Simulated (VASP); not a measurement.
Band structure of SnO (litharge). Method: PBE GGA, VASP's PBE PAW potentials (set 64) (plane waves; VASP).

Without a dispersion term in the relaxation, distances and binding between the weakly bound layers, chains or molecules are unreliable, and so is what depends on them. Unless said otherwise, spin-orbit coupling is left out, though it shifts the bands of the heavy elements here.

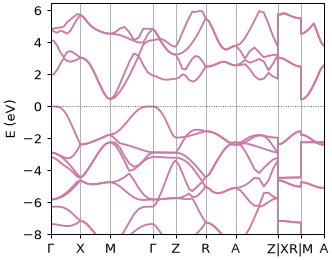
*Bands along high-symmetry lines, zero at the valence-band maximum or, without a gap, the Fermi level*

Read the plot: is there a gap, and where are the band edges?

The gap is indirect, 0.43 eV, from the valence maximum at M-Γ at 0.89 to the conduction minimum at M. (Edges off the drawn lines would not show.)

Measured: gap 0.70 eV (computed value off by -0.27 eV), as given by David Waroquiers et al., Physical Review B (2013), arXiv:1302.6756.

The compound is SnO in the litharge structure. It was relaxed first, which changed the volume by +8 %.
